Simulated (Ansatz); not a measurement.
**C2H5AlO2S: two geometries relaxed**

Aim: relax the geometries before and after the rotation by 180° about the C2–S3 bond, and see whether they are two minima and how far apart in energy. SMILES of the start: O=C(S)O[CH2][AlH2].

All numbers below are computed with Ansatz 0.2.0 (RKS PBE0/cc-pVDZ).

## (1) The system as given

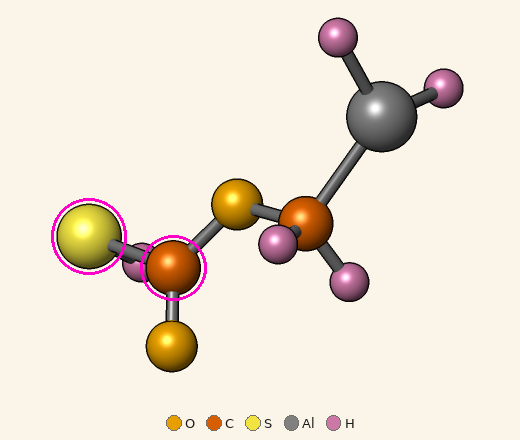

The starting structure, seen from a free direction (oxygen amber, carbon orange, sulfur yellow, aluminium grey, hydrogen pink). Ringed: C2, S3.

As a file:

```xyz
11

O     0.0499   -1.1202    2.2141
C     0.5610   -1.2157    1.0825
S     1.8090   -2.4432    0.8712
O     0.2790   -0.4047   -0.0087
C    -0.7994    0.5789    0.0620
Al   -0.9873    1.4908   -1.6927
H     2.8775   -1.5304    1.2504
H    -1.7358    0.1434    0.3476
H    -0.5135    1.3655    0.8779
H     0.1974    2.4427   -2.1348
H    -1.6725    0.6358   -2.8488
```

## (2) End point A

File input.yaml:

```yaml
crystal:
  periodic: [false, false, false]
  atoms:
    - { symbol: O, position_ang: [0.0499, -1.1202, 2.2141] }
    - { symbol: C, position_ang: [0.561, -1.2157, 1.0825] }
    - { symbol: S, position_ang: [1.809, -2.4432, 0.8712] }
    - { symbol: O, position_ang: [0.279, -0.4047, -0.0087] }
    - { symbol: C, position_ang: [-0.7994, 0.5789, 0.062] }
    - { symbol: Al, position_ang: [-0.9873, 1.4908, -1.6927] }
    - { symbol: H, position_ang: [2.8775, -1.5304, 1.2504] }
    - { symbol: H, position_ang: [-1.7358, 0.1434, 0.3476] }
    - { symbol: H, position_ang: [-0.5135, 1.3655, 0.8779] }
    - { symbol: H, position_ang: [0.1974, 2.4427, -2.1348] }
    - { symbol: H, position_ang: [-1.6725, 0.6358, -2.8488] }
basis:
  gaussian: { orbitals: cc-pVDZ }
hamiltonian:
  xc: pbe0
relax:
  f_tol: 0.015
  max_steps: 40
```

Run with:

```sh
ansatz run input.yaml --threads 2 --pin off --max-ram 3072MiB --backend cpu --events-out ev --progress --plain --runs-dir out
```

The program printed (excerpt; [...] marks lines left out):

```text
Warning: RAYON_NUM_THREADS=2 ignored (pool sized by the plan → 2); use --threads N
[...]
Functional definition: PBE0
[...]
1266 factors; integrals over basis functions are off by at most 2.9e-4 eV
[...]
mean field -23666.56566007 eV, -869.7302462334 hartree, gradient 6.0e-5 eV, S^2 0.000000; 0 other end points of the search recorded, 0 dependent functions left out
[...]
reference -23666.56569599 eV, -869.7302475531 hartree; 31, 31 occupied and 86, 86 virtual orbitals, 1266 factors
relax step   1: F+E_penalty+E_count = -23666.56566007 eV  Δ(F+E_penalty+E_count) = +0.000e0 eV  max|allowed force component| = 3.549e0 eV/Å  Δτ_max = 0.0000 Å  (29 SCF iters, accepted)
[...]
relax step   6: F+E_penalty+E_count = -23667.45001378 eV  Δ(F+E_penalty+E_count) = -8.919e-3 eV  max|allowed force component| = 1.200e-1 eV/Å  Δτ_max = 0.0536 Å  (31 SCF iters, accepted)
[...]
relax step  11: F+E_penalty+E_count = -23667.79984307 eV  Δ(F+E_penalty+E_count) = -6.787e-2 eV  max|allowed force component| = 1.720e-1 eV/Å  Δτ_max = 0.2000 Å  (30 SCF iters, accepted)
[...]
relax step  16: F+E_penalty+E_count = -23667.81051177 eV  Δ(F+E_penalty+E_count) = -3.549e-4 eV  max|allowed force component| = 9.507e-2 eV/Å  Δτ_max = 0.0462 Å  (31 SCF iters, accepted)
[...]
relax step  20: F+E_penalty+E_count = -23667.81182357 eV  Δ(F+E_penalty+E_count) = -3.068e-4 eV  max|allowed force component| = 1.628e-1 eV/Å  Δτ_max = 0.0600 Å  (31 SCF iters, accepted)
relax step  21: F+E_penalty+E_count = -23667.81206305 eV  Δ(F+E_penalty+E_count) = -2.395e-4 eV  max|allowed force component| = 1.022e-1 eV/Å  Δτ_max = 0.0099 Å  (25 SCF iters, accepted)
```

## (3) The output, continued: end point A relaxed

The log, continued (excerpt; [...] marks lines left out):

```text
relax step  22: F+E_penalty+E_count = -23667.81227968 eV  Δ(F+E_penalty+E_count) = -2.166e-4 eV  max|allowed force component| = 3.596e-2 eV/Å  Δτ_max = 0.0204 Å  (32 SCF iters, accepted)
[...]
relax step  24: F+E_penalty+E_count = -23667.81240365 eV  Δ(F+E_penalty+E_count) = +1.975e-4 eV  max|allowed force component| = 2.594e-1 eV/Å  Δτ_max = 0.0745 Å  (30 SCF iters, rejected (line search))
[...]
relax step  26: F+E_penalty+E_count = -23667.81294838 eV  Δ(F+E_penalty+E_count) = -3.051e-5 eV  max|allowed force component| = 1.664e-1 eV/Å  Δτ_max = 0.0598 Å  (31 SCF iters, accepted)
[...]
relax step  28: F+E_penalty+E_count = -23667.81313007 eV  Δ(F+E_penalty+E_count) = -3.136e-5 eV  max|allowed force component| = 1.157e-1 eV/Å  Δτ_max = 0.0110 Å  (32 SCF iters, accepted)
[...]
Atom 1 at     0.758118    -0.917061     0.997443 Å, force    -0.001392    -0.000179    -0.000612 eV/Å
Atom 2 at     2.133207    -1.946773     0.504163 Å, force     0.000925    -0.001141     0.004941 eV/Å
Atom 3 at     0.283953    -0.304235    -0.100240 Å, force     0.001739     0.000941     0.002814 eV/Å
Atom 4 at    -0.853155     0.593083     0.110445 Å, force     0.000837     0.000382    -0.002527 eV/Å
Atom 5 at    -0.889186     1.296553    -1.754042 Å, force     0.000674    -0.001015     0.001032 eV/Å
Atom 6 at     2.344953    -2.375326     1.769972 Å, force    -0.000671     0.001318    -0.006137 eV/Å
Atom 7 at    -1.716363    -0.002246     0.448038 Å, force     0.000679     0.000408     0.000705 eV/Å
Atom 8 at    -0.602138     1.303688     0.913375 Å, force     0.000081     0.000225     0.000167 eV/Å
Atom 9 at     0.061052     2.520290    -2.126366 Å, force    -0.000939    -0.000106    -0.000492 eV/Å
Atom 10 at    -1.785142     0.564696    -2.850324 Å, force    -0.000111    -0.000369     0.000444 eV/Å
Dipole moment:    -0.114830     0.099597    -0.055301 e Å
```

Wall time 1.8 min (2 threads of Intel Xeon Platinum 8488C (Sapphire Rapids), shared host); peak memory 0.31 GiB.

Step by step, one in 2:

| step | energy from step 1 (eV) | largest force component (eV/Å) |
| --- | --- | --- |
| 1 | 0.0000 | 3.5487 |
| 3 | -0.7752 | 1.2817 |
| 5 | -0.8754 | 0.1525 |
| 7 | -0.9263 | 0.3628 |
| 9 | -1.0748 | 0.9489 |
| 11 | -1.2342 | 0.1720 |
| 13 | -1.2434 | 0.1091 |
| 15 | -1.2445 | 0.0354 |
| 17 | -1.2450 | 0.1943 |
| 19 | -1.2459 | 0.0480 |
| 21 | -1.2464 | 0.1022 |
| 23 | -1.2469 | 0.0295 |
| 25 | -1.2473 | 0.0537 |
| 27 | -1.2474 | 0.1189 |
| 29 | -1.2477 | 0.0203 |
| 31x | -1.2477 | 0.0506 |
| 32 | -1.2478 | 0.0061 |

Step 1 is the start. 3 steps were tried and not accepted (marked x).

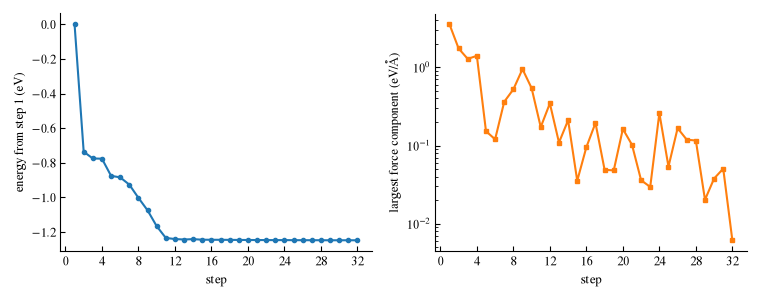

Energy and largest force along the relaxation.

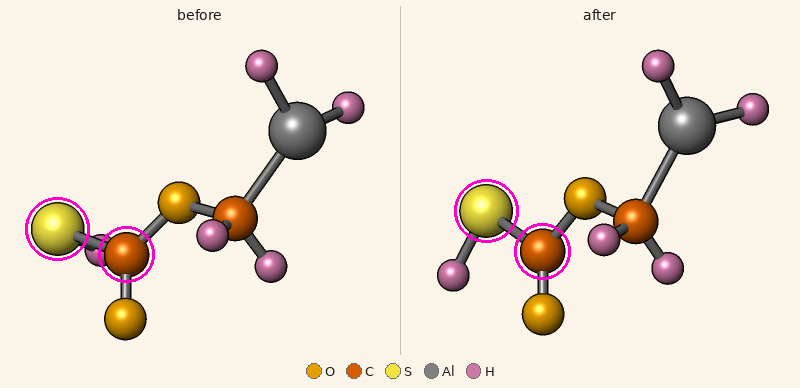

The structure before (left) and after (right), drawn at the same scale.

After: Bond lengths: O1–C2 1.197 Å, C2–S3 1.787 Å, C2–O4 1.344 Å, O4–C5 1.464 Å, C5–Al6 1.993 Å, S3–H7 1.353 Å, C5–H8 1.102 Å, C5–H9 1.101 Å, Al6–H10 1.593 Å, Al6–H11 1.594 Å. Angles: O1–C2–S3 126.3°, O1–C2–O4 125.7°, S3–C2–O4 108.0°, C2–S3–H7 92.6°, C2–O4–C5 115.9°, O4–C5–Al6 95.5°, O4–C5–H8 108.8°, O4–C5–H9 108.9°, Al6–C5–H8 117.6°, Al6–C5–H9 117.3°, H8–C5–H9 107.7°, C5–Al6–H10 118.6°, C5–Al6–H11 119.4°, H10–Al6–H11 121.8°.

## (4) Relaxing end B

The second end starts from a geometry with the move made by hand.

Edit input.yaml of step 2 so:

```diff
@@ -9,3 +9,3 @@
     - { symbol: Al, position_ang: [-0.9873, 1.4908, -1.6927] }
-    - { symbol: H, position_ang: [2.8775, -1.5304, 1.2504] }
+    - { symbol: H, position_ang: [0.8472, -3.46095, 0.47393] }
     - { symbol: H, position_ang: [-1.7358, 0.1434, 0.3476] }
```

Run with:

```sh
ansatz run input.yaml --threads 2 --pin off --max-ram 3072MiB --backend cpu --events-out ev --progress --plain --runs-dir out
```

The program printed (excerpt; [...] marks lines left out):

```text
Warning: RAYON_NUM_THREADS=2 ignored (pool sized by the plan → 2); use --threads N
[...]
[... 1 set-up line as earlier in the session ...]
[...]
1266 factors; integrals over basis functions are off by at most 2.9e-4 eV
[...]
mean field -23666.56936637 eV, -869.7303824371 hartree, gradient 6.0e-5 eV, S^2 0.000000; 0 other end points of the search recorded, 0 dependent functions left out
[...]
reference -23666.56940215 eV, -869.7303837520 hartree; 31, 31 occupied and 86, 86 virtual orbitals, 1266 factors
relax step   1: F+E_penalty+E_count = -23666.56936637 eV  Δ(F+E_penalty+E_count) = +0.000e0 eV  max|allowed force component| = 3.506e0 eV/Å  Δτ_max = 0.0000 Å  (29 SCF iters, accepted)
[...]
relax step   4: F+E_penalty+E_count = -23667.42568119 eV  Δ(F+E_penalty+E_count) = -4.146e-3 eV  max|allowed force component| = 5.768e-1 eV/Å  Δτ_max = 0.0824 Å  (30 SCF iters, accepted)
[...]
relax step   7: F+E_penalty+E_count = -23667.62120240 eV  Δ(F+E_penalty+E_count) = -1.276e-1 eV  max|allowed force component| = 6.603e-1 eV/Å  Δτ_max = 0.2000 Å  (30 SCF iters, accepted)
[...]
relax step  10: F+E_penalty+E_count = -23667.77481180 eV  Δ(F+E_penalty+E_count) = -2.760e-3 eV  max|allowed force component| = 5.427e-1 eV/Å  Δτ_max = 0.2000 Å  (38 SCF iters, accepted)
[...]
relax step  13: F+E_penalty+E_count = -23667.80026146 eV  Δ(F+E_penalty+E_count) = +4.214e-3 eV  max|allowed force component| = 3.432e-1 eV/Å  Δτ_max = 0.0833 Å  (30 SCF iters, rejected (line search))
[...]
relax step  14: F+E_penalty+E_count = -23667.81055235 eV  Δ(F+E_penalty+E_count) = -6.077e-3 eV  max|allowed force component| = 8.308e-2 eV/Å  Δτ_max = 0.0406 Å  (33 SCF iters, accepted)
[...]
relax step  15: F+E_penalty+E_count = -23667.81123655 eV  Δ(F+E_penalty+E_count) = -6.842e-4 eV  max|allowed force component| = 1.287e-1 eV/Å  Δτ_max = 0.0686 Å  (31 SCF iters, accepted)
[...]
1266 factors; integrals over basis functions are off by at most 3.9e-4 eV
```

## (5) The log goes on: end point B relaxed

Output, continued (excerpt; [...] marks lines left out):

```text
mean field -23667.81166616 eV, -869.7760361123 hartree, gradient 9.2e-6 eV, S^2 0.000000; 0 other end points of the search recorded, 0 dependent functions left out
[...]
reference -23667.81170125 eV, -869.7760374018 hartree; 31, 31 occupied and 86, 86 virtual orbitals, 1266 factors
relax step  16: F+E_penalty+E_count = -23667.81166616 eV  Δ(F+E_penalty+E_count) = -4.296e-4 eV  max|allowed force component| = 6.747e-2 eV/Å  Δτ_max = 0.0049 Å  (26 SCF iters, accepted)
[...]
relax step  18: F+E_penalty+E_count = -23667.81246448 eV  Δ(F+E_penalty+E_count) = -3.282e-4 eV  max|allowed force component| = 9.390e-2 eV/Å  Δτ_max = 0.0387 Å  (32 SCF iters, accepted)
[...]
relax step  20: F+E_penalty+E_count = -23667.81318661 eV  Δ(F+E_penalty+E_count) = -4.438e-4 eV  max|allowed force component| = 7.120e-2 eV/Å  Δτ_max = 0.0457 Å  (31 SCF iters, accepted)
[...]
Atom 1 at     0.330354    -1.331513     0.836257 Å, force     0.006052    -0.006814     0.013642 eV/Å
Atom 2 at     1.497180    -2.562445     0.271815 Å, force    -0.000618     0.001180    -0.003398 eV/Å
Atom 3 at     0.138991    -0.453126    -0.161469 Å, force    -0.004147     0.002971    -0.006850 eV/Å
Atom 4 at    -0.797239     0.634944     0.120473 Å, force    -0.000991     0.005812     0.000085 eV/Å
Atom 5 at    -0.776821     1.417267    -1.713235 Å, force    -0.000303    -0.001150     0.000428 eV/Å
Atom 6 at     1.452660    -3.231388     1.446747 Å, force     0.000111    -0.000992     0.001368 eV/Å
Atom 7 at    -1.747856     0.204624     0.472740 Å, force    -0.002419    -0.001272    -0.001164 eV/Å
Atom 8 at    -0.388437     1.251427     0.936853 Å, force     0.000074    -0.000222     0.001154 eV/Å
Atom 9 at     0.264184     2.573236    -2.060543 Å, force     0.000891    -0.001134    -0.000153 eV/Å
Atom 10 at    -1.745519     0.800765    -2.818129 Å, force     0.000813     0.000392     0.000409 eV/Å
Dipole moment:    -0.077273     0.138338    -0.044028 e Å
```

Run time: 86 s. Hardware: 2 threads of Intel Xeon Platinum 8488C (Sapphire Rapids), shared host; peak memory 0.31 GiB.

Step by step:

| step | energy from step 1 (eV) | largest force component (eV/Å) |
| --- | --- | --- |
| 1 | 0.0000 | 3.5056 |
| 2 | -0.7402 | 1.3242 |
| 3 | -0.8522 | 0.6080 |
| 4 | -0.8563 | 0.5768 |
| 5 | -0.9057 | 0.2444 |
| 6 | -0.9242 | 1.0177 |
| 7 | -1.0518 | 0.6603 |
| 8 | -1.1464 | 0.6114 |
| 9 | -1.2027 | 0.4229 |
| 10 | -1.2054 | 0.5427 |
| 11 | -1.2286 | 0.2410 |
| 12 | -1.2351 | 0.1871 |
| 13x | -1.2309 | 0.3432 |
| 14 | -1.2412 | 0.0831 |
| 15 | -1.2419 | 0.1287 |
| 16 | -1.2423 | 0.0675 |
| 17 | -1.2428 | 0.0451 |
| 18 | -1.2431 | 0.0939 |
| 19 | -1.2434 | 0.0805 |
| 20 | -1.2438 | 0.0712 |
| 21x | -1.2438 | 0.0625 |
| 22 | -1.2440 | 0.0362 |
| 23 | -1.2440 | 0.0199 |
| 24x | -1.2440 | 0.0823 |
| 25 | -1.2441 | 0.0136 |

Step 1 is the start. 3 steps were tried and not accepted (marked x).

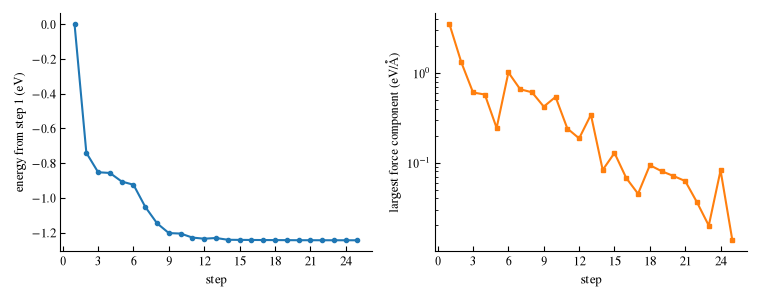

Energy and largest force along the relaxation.

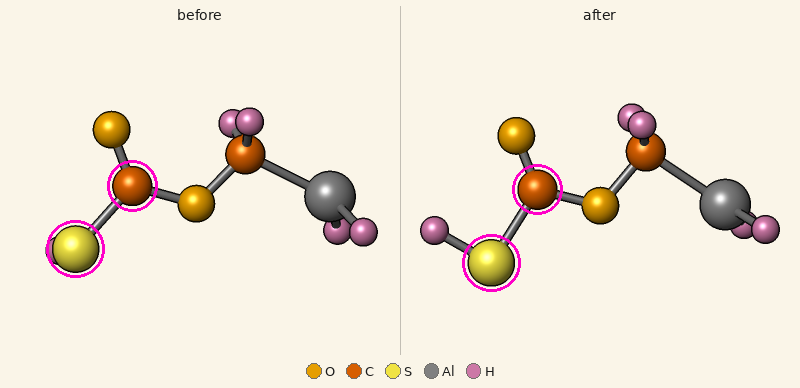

The structure before (left) and after (right), drawn at the same scale.

After: Bond lengths: O1–C2 1.197 Å, C2–S3 1.788 Å, C2–O4 1.343 Å, O4–C5 1.463 Å, C5–Al6 1.994 Å, S3–H7 1.353 Å, C5–H8 1.101 Å, C5–H9 1.102 Å, Al6–H10 1.594 Å, Al6–H11 1.594 Å. Angles: O1–C2–S3 126.3°, O1–C2–O4 125.7°, S3–C2–O4 108.0°, C2–S3–H7 92.6°, C2–O4–C5 115.8°, O4–C5–Al6 96.2°, O4–C5–H8 108.9°, O4–C5–H9 108.8°, Al6–C5–H8 117.2°, Al6–C5–H9 117.3°, H8–C5–H9 107.6°, C5–Al6–H10 119.5°, C5–Al6–H11 118.7°, H10–Al6–H11 121.8°.

## (6) Outcome

| quantity | value |
| --- | --- |
| end A | 28 moves, 1.248 eV lower |
| end B | 21 moves, 1.244 eV lower |
| largest difference between the ends | 0.24 Å |
| end B relative to end A | -0.000 eV |

What this shows: The two relaxations end at one structure, within 0.24 Å: no second minimum was found from this start, which doesn't rule one out.
